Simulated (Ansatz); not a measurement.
# C3H9In (trimethylindium (TMIn)) at SVWN5/def2-SVP (core potential)

Aim: the energy change on altering one bond length of C3H9In (trimethylindium (TMIn)) at SVWN5/def2-SVP (core potential), from 2 runs. 

Program for the calculation: Ansatz 0.2.0.

35 further runs of the same task are left out: 2 that didn't finish, 33 set aside as unsound or not needed.

## Step 1: The molecule

C3H9In has 13 atoms, charge 0, and is taken as a singlet. As SMILES, `[CH3][In]([CH3])[CH3]`. The shape is that of a PBE0-D4/def2-TZVP optimisation.

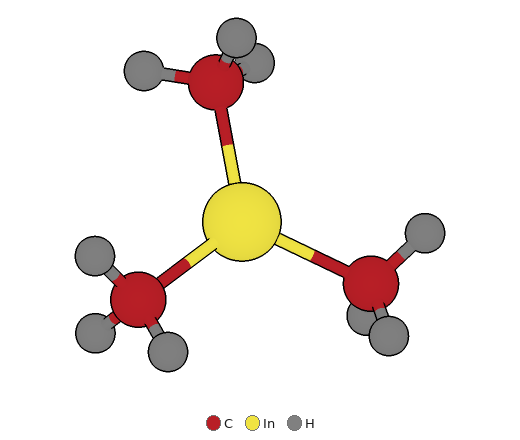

The structure, seen from a chosen angle (carbon red, indium yellow, hydrogen grey).

## Step 2: A single-point energy at SVWN5/def2-SVP (core potential)

File in.yaml:

```yaml
crystal:
  periodic: [false, false, false]
  atoms:
    - {symbol: C, position_ang: [-0.506200, 1.897900, -0.902800]}
    - {symbol: In, position_ang: [0.007900, -0.003300, -0.006900]}
    - {symbol: C, position_ang: [1.475300, -0.088600, 1.581000]}
    - {symbol: C, position_ang: [-0.956600, -1.818200, -0.683200]}
    - {symbol: H, position_ang: [0.329400, 2.598000, -0.853700]}
    - {symbol: H, position_ang: [-1.344900, 2.339400, -0.357000]}
    - {symbol: H, position_ang: [-0.811500, 1.777000, -1.943300]}
    - {symbol: H, position_ang: [1.276400, -0.918200, 2.261200]}
    - {symbol: H, position_ang: [1.500700, 0.842500, 2.149300]}
    - {symbol: H, position_ang: [2.467200, -0.242700, 1.146600]}
    - {symbol: H, position_ang: [-1.254700, -1.743900, -1.730100]}
    - {symbol: H, position_ang: [-1.858700, -1.990800, -0.089300]}
    - {symbol: H, position_ang: [-0.304000, -2.683700, -0.557100]}
basis:
  gaussian:
    orbitals: def2-SVP
hamiltonian:
  xc: {name: SVWN5}
output: {orbitals: {seedname: orbitals}}
accuracy: high
```

Run with:

```console
$ ansatz run in.yaml --threads 1 --pin off --max-ram 3480MiB --events-out events.jsonl --progress --plain --runs-dir runs
```

The program printed:

```text
Warning: RAYON_NUM_THREADS=1 ignored (pool sized by the plan → 1); use --threads N
Functional definition: SVWN5
  name "SVWN5"
  exchange = slater_x
  correlation = vwn5_c
2860 factors; integrals over basis functions are off by at most 1.9e-8 eV
mean field evaluation 1: about -8364.3540 eV, gradient 9.8e1 eV
mean field evaluation 2: about -8328.5307 eV, gradient 1.4e2 eV
mean field evaluation 4: about -8388.5167 eV, gradient 3.9e0 eV
mean field evaluation 8: about -8388.5478 eV, gradient 1.2e-1 eV
mean field evaluation 16: about -8388.5478 eV, gradient 1.5e-5 eV
mean field -8388.54784424 eV, -308.2734473138 hartree, gradient 7.3e-8 eV, S^2 0.000000; 0 other end points of the search recorded, 0 dependent functions left out
reference -8388.54784913 eV, -308.2734474936 hartree; 24, 24 occupied and 89, 89 virtual orbitals, 2860 factors
Total energy: -8388.54784913 eV, -308.2734474936 hartree
```

Wall time 9 s (1 thread of Arm Neoverse V1, shared host); peak memory 0.37 GiB.

## Step 3: The distorted shape

File run.yaml:

```yaml
crystal:
  periodic: [false, false, false]
  atoms:
    - {symbol: C, position_ang: [-1.174672, 1.337826, -0.942080]}
    - {symbol: In, position_ang: [-0.660572, -0.563374, -0.046180]}
    - {symbol: C, position_ang: [0.806828, -0.648674, 1.541720]}
    - {symbol: C, position_ang: [-1.625072, -2.378274, -0.722480]}
    - {symbol: H, position_ang: [0.329400, 2.598000, -0.853700]}
    - {symbol: H, position_ang: [-2.013372, 1.779326, -0.396280]}
    - {symbol: H, position_ang: [-1.479972, 1.216926, -1.982580]}
    - {symbol: H, position_ang: [0.607928, -1.478274, 2.221920]}
    - {symbol: H, position_ang: [0.832228, 0.282426, 2.110020]}
    - {symbol: H, position_ang: [1.798728, -0.802774, 1.107320]}
    - {symbol: H, position_ang: [-1.923172, -2.303974, -1.769380]}
    - {symbol: H, position_ang: [-2.527172, -2.550874, -0.128580]}
    - {symbol: H, position_ang: [-0.972472, -3.243774, -0.596380]}
basis:
  gaussian: {orbitals: def2-SVP}
hamiltonian: {xc: {name: SVWN5}}
accuracy: high
output: {orbitals: {seedname: orbitals}}
```

Run with:

```console
$ ansatz run run.yaml --threads 1 --pin off --max-ram 3480MiB --events-out events.jsonl --progress --plain --runs-dir runs
```

The program printed:

```text
Warning: RAYON_NUM_THREADS=1 ignored (pool sized by the plan → 1); use --threads N
Functional definition: SVWN5
  name "SVWN5"
  exchange = slater_x
  correlation = vwn5_c
2865 factors; integrals over basis functions are off by at most 7.4e-9 eV
mean field evaluation 1: about -8358.3693 eV, gradient 1.0e2 eV
mean field evaluation 2: about -8306.0531 eV, gradient 1.4e2 eV
mean field evaluation 4: about -8381.0078 eV, gradient 3.5e1 eV
mean field evaluation 8: about -8385.3446 eV, gradient 9.4e-2 eV
mean field evaluation 16: about -8385.3356 eV, gradient 6.6e-5 eV
mean field -8385.33563781 eV, -308.1554009047 hartree, gradient 8.4e-8 eV, S^2 0.000000; 0 other end points of the search recorded, 0 dependent functions left out
reference -8385.33564264 eV, -308.1554010823 hartree; 24, 24 occupied and 89, 89 virtual orbitals, 2865 factors
Total energy: -8385.33564264 eV, -308.1554010823 hartree
```

Wall time 9 s (1 thread of Arm Neoverse V1, shared host); peak memory 0.37 GiB.

## Step 4: Summary of results

At SVWN5/def2-SVP (core potential):

```
                                                         quantity          value
                                        first shape: total energy  -308.27345 Eh
                                         first shape: HOMO energy       -5.92 eV
                                         first shape: LUMO energy       -1.72 eV
                                       first shape: HOMO–LUMO gap        4.20 eV
                                    distorted shape: total energy  -308.15540 Eh
                                     distorted shape: HOMO energy       -5.95 eV
                                     distorted shape: LUMO energy       -2.56 eV
                                   distorted shape: HOMO–LUMO gap        3.39 eV
energy change with the C1–H5 bond stretched from 1.091 to 1.964 Å       3.212 eV
```

What this shows: One bond (distorted shape) is far stretched, which a spin-restricted single reference describes badly; a broken-symmetry solution may lie lower. With the C1–H5 bond stretched from 1.091 to 1.964 Å the energy rises by 3.21 eV (74 kcal/mol). The first shape isn't relaxed at this level, so the change isn't measured from a minimum. A restricted reference can't describe the breaking bond well at this length.
